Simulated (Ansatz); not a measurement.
Cost and result by functional for the surface energy of the (31-43) surface of hcp Be in its 1x1 cell, outermost plane spacing 0.08 Å in the ideal cut, in Ansatz (plane waves, PAW). Single points on the PBE structure, on one kind of machine; costs are rough ratios of the slab run's core time (references not counted) to the cheapest single point. r2SCAN's cost holds its higher cutoff (500 against 420 eV). Differences are taken against r2SCAN for comparison alone: no measured value is at hand, so the table doesn't rank accuracy.

Set-up: 44 atoms, 10.5 Å thick at the start (thin: gaps and levels are the slab's own); mesh 9x5x1; 0.1 eV smearing; dipole correction on; all atoms relaxed; held to the start's symmetry, so lower structures may exist; no spin, no spin-orbit, no U. These notes are the PBE run's.

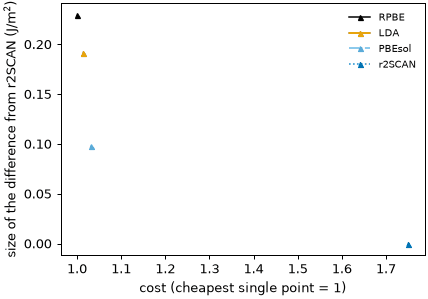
*Difference from r2SCAN against cost*

```tsv
functional	relative cost	surface energy (J/m²)	less r2SCAN (J/m²)
RPBE	1	2.10	-0.23
LDA	1	2.52	0.19
PBEsol	1	2.43	0.10
r2SCAN	2	2.33	0.00
PBE (the relaxed run's value)	–	2.25	-0.08
```

The values span 0.42 J/m², while the single points' costs differ by a factor of roughly 2. Differences are of unrounded values.

Ansatz is an electronic-structure program.
